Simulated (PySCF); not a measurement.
# One shape, several levels: ZnBH3O (SMILES [BH2][Zn][OH])

We compute a comparison of 6 runs (HF/3-21G, B3LYP/6-31G*, PBE0/def2-SVP, wB97X/6-31G**, PBE0/def2-TZVP, CCSD/def2-TZVP) of ZnBH3O. The job is set up through a Python script.

The results are computed with PySCF 2.14.0.

## 1. Starting point

ZnBH3O: 6 atoms, total charge 0, spin state singlet. As SMILES, `[BH2][Zn][OH]`. The coordinates come from a PBE0-D4/def2-TZVP relaxation.

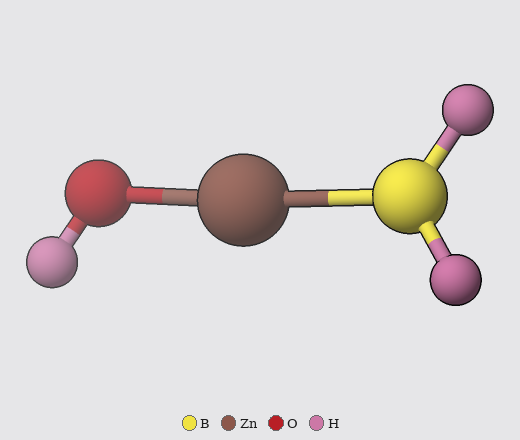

Viewed from a chosen angle; boron yellow, zinc brown, oxygen red, hydrogen pink.

## 2. Energy and gradient at HF/3-21G (run 1)

run.py

```python
# [BH2][Zn][OH]
import pyscf.grad
from pyscf import gto, scf

mol = gto.M(
    atom='''
B       -1.105600       0.409400      -0.906500
Zn       0.421100      -0.026500       0.368400
O        1.765400      -0.289800       1.510000
H       -1.663900      -0.437200      -1.543000
H       -1.498500       1.529200      -1.064800
H        2.081400      -1.185100       1.636000
''',
    max_memory=1860,
    verbose=4,
    basis='3-21g',
    charge=0,
)

myscf = scf.RHF(mol)
myscf.conv_tol = 1e-10
myscf.kernel()
if not myscf.converged:
    myscf = myscf.newton().run(myscf.mo_coeff, myscf.mo_occ)

e_final = myscf.e_tot
print('E(%s) = %.9f' % ('HF', e_final))
grad = myscf.Gradients().kernel()
myscf.analyze()
```

Run with:

```bash
OMP_NUM_THREADS=1 python run.py
```

Output:

```text
PySCF version 2.14.0

[... 85 lines left out ...]
MO #1   energy= -351.043306732784  occ= 2
[... 9 lines left out ...]
MO #11  energy= -3.77578400425163  occ= 2
[... 9 lines left out ...]
MO #21  energy= -0.438835603832646 occ= 2
[... 9 lines left out ...]
MO #31  energy= 0.316218534017458  occ= 0
[... 9 lines left out ...]
MO #41  energy= 1.40165771768636   occ= 0
[... 9 lines left out ...]
MO #51  energy= 4.48024886047111   occ= 0
[... 60 lines left out ...]
Dipole moment(X, Y, Z, Debye): -0.76344, -1.54007, -0.93479
```

It took 1.7 s on 1 thread of Intel Xeon at 2.70GHz, shared host; peak memory 0.13 GiB.

## 3. Energy and forces at B3LYP/6-31G(d) (spherical functions) (run 2)

geometry.xyz

```xyz
6
BH3OZn
B     -1.105600     0.409400    -0.906500
Zn     0.421100    -0.026500     0.368400
O      1.765400    -0.289800     1.510000
H     -1.663900    -0.437200    -1.543000
H     -1.498500     1.529200    -1.064800
H      2.081400    -1.185100     1.636000
```

run.py

```python
# [BH2][Zn][OH]
import pyscf.grad
from pyscf import gto, dft

molecule = gto.M(
    atom='geometry.xyz',
    basis='6-31g*',
    verbose=4,
    charge=0,
    max_memory=1860,
)

ks = dft.RKS(molecule)
ks.xc = 'b3lyp'
ks.conv_tol = 1e-10
ks.grids.level = 5
ks.kernel()
if not ks.converged:
    ks = ks.newton().run(ks.mo_coeff, ks.mo_occ)

etot = ks.e_tot
print('Final energy', etot)
grad = ks.Gradients().kernel()
ks.analyze()
```

Run with:

```bash
OMP_NUM_THREADS=1 python run.py
```

Output:

```text
PySCF version 2.14.0

[... 102 lines left out ...]
MO #3   energy= -37.2181258728074  occ= 2
[... 12 lines left out ...]
MO #16  energy= -0.461326420935132 occ= 2
[... 12 lines left out ...]
MO #29  energy= 0.142291053727539  occ= 0
[... 12 lines left out ...]
MO #42  energy= 0.938770655845502  occ= 0
[... 12 lines left out ...]
MO #55  energy= 1.85394084518076   occ= 0
[... 12 lines left out ...]
MO #68  energy= 3.23332694877653   occ= 0
[... 77 lines left out ...]
Dipole moment(X, Y, Z, Debye): -0.74195, -1.20576, -0.85965
```

Run time: 19 s. Hardware: 1 thread of Intel Xeon at 2.70GHz, shared host; peak memory 0.67 GiB.

Run 3 isn't shown in full; the table further down has it.

## 4. Energy and forces at wB97X/6-31G(d,p) (spherical functions) (run 4)

calc.py

```python
from pyscf import gto, dft

mol = gto.M(
    atom='''
B     -2.089281     0.773654    -1.713037
Zn     0.795764    -0.050078     0.696175
O      3.336123    -0.547643     2.853486
H     -3.144315    -0.826188    -2.915847
H     -2.831755     2.889769    -2.012180
H      3.933276    -2.239514     3.091592
''',
    spin=0,
    verbose=3,
    max_memory=1860,
    unit='bohr',
    basis='6-31g**',
)

myscf = dft.RKS(mol, xc='wb97x')
myscf.conv_tol = 1e-10
myscf.grids.level = 5
myscf.kernel()
if not myscf.converged:
    myscf = myscf.newton().run(myscf.mo_coeff, myscf.mo_occ)

energy = myscf.e_tot
print('Final energy', energy)
grad = myscf.nuc_grad_method().kernel()
dip = myscf.dip_moment()
pop, q = myscf.mulliken_pop()
```

Run with:

```bash
OMP_NUM_THREADS=1 python calc.py
```

Output:

```text
converged SCF energy = -1880.92999651566
Final energy -1880.9299965156583
[... 9 lines left out ...]
Dipole moment(X, Y, Z, Debye): -0.77726, -1.22035, -0.89312
[... 84 lines left out ...]
charge of    5H =      0.30832
```

Wall time 42 s (1 thread of Intel Xeon at 2.70GHz, shared host); peak memory 0.75 GiB.

Run 5 isn't shown in full; the table further down has it.

## 5. A single-point energy at CCSD/def2-TZVP (run 6)

input.py

```python
# [BH2][Zn][OH]
from pyscf import gto, cc

mol = gto.M(
    atom='''
B     -2.089281     0.773654    -1.713037
Zn     0.795764    -0.050078     0.696175
O      3.336123    -0.547643     2.853486
H     -3.144315    -0.826188    -2.915847
H     -2.831755     2.889769    -2.012180
H      3.933276    -2.239514     3.091592
''',
    verbose=4,
    unit='bohr',
    basis='def2-tzvp',
    charge=0,
    spin=0,
    max_memory=1860,
)

mf = mol.RHF()
mf.conv_tol = 1e-10
mf.kernel()
if not mf.converged:
    mf = mf.newton().run(mf.mo_coeff, mf.mo_occ)

mycc = cc.CCSD(mf, frozen=7)
mycc.kernel()
e_tot = mycc.e_tot
print('E(%s) = %.9f' % ('CCSD', e_tot))
mf.analyze()
```

Run with:

```bash
OMP_NUM_THREADS=1 python input.py
```

Output:

```text
PySCF version 2.14.0

[... 112 lines left out ...]
MO #8   energy= -5.65777861169619  occ= 2
[... 23 lines left out ...]
MO #32  energy= 0.259362616214969  occ= 0
[... 23 lines left out ...]
MO #56  energy= 0.982591399610995  occ= 0
[... 23 lines left out ...]
MO #80  energy= 2.23563133003958   occ= 0
[... 23 lines left out ...]
MO #104 energy= 5.37355666797677   occ= 0
[... 23 lines left out ...]
MO #128 energy= 44.9334261999853   occ= 0
[... 137 lines left out ...]
Dipole moment(X, Y, Z, Debye): -1.10404, -1.18413, -1.17482
```

It took 88 s on 1 thread of Intel Xeon at 2.70GHz, shared host; peak memory 1.8 GiB.

## 6. Overview of the runs

```csv
run,level,integration grid,task,energy (Eh),dipole moment (D) of the reference,HOMO energy (eV),LUMO energy (eV),wall time
1,HF/3-21G,–,gradient,-1869.692650,1.96,-10.13,0.88,1.7 s
2,B3LYP/6-31G* (spherical functions),5,gradient,-1880.961706,1.66,-7.30,-2.45,19 s
3,PBE0/def2-SVP,5,gradient,-1880.528345,1.74,-7.39,-2.38,20 s
4,wB97X/6-31G** (spherical functions),5,gradient,-1880.929997,1.70,-9.87,-0.03,42 s
5,PBE0/def2-TZVP,5,gradient,-1880.914249,1.79,-7.81,-2.59,45 s
6,CCSD/def2-TZVP,–,energy,-1880.061447,2.00,-10.39,0.66,88 s
```

## 7. Results

```
                                          quantity           value
                               run 6: total energy  -1880.06145 Eh
       run 6: dipole moment (Hartree–Fock density)          2.00 D
        run 6: HOMO energy (Hartree–Fock orbitals)       -10.39 eV
        run 6: LUMO energy (Hartree–Fock orbitals)         0.66 eV
      run 6: HOMO–LUMO gap (Hartree–Fock orbitals)        11.05 eV
run 6: correlation energy (7 core orbitals frozen)      -955.0 mEh
                              run 6: T1 diagnostic           0.016
```

Over runs 1, 2, 3, 4, 5 the dipole moment (its size) runs from 1.66 D (B3LYP/6-31G*) to 1.96 D (HF/3-21G). The two ends differ in method and basis. Over runs 1, 2, 3, 4, 5 the HOMO–LUMO gap runs from 4.84 eV (B3LYP/6-31G*) to 11.01 eV (HF/3-21G). Totals of different functionals can't be ranked against each other. All runs together took 3.6 min, the longest 88 s.
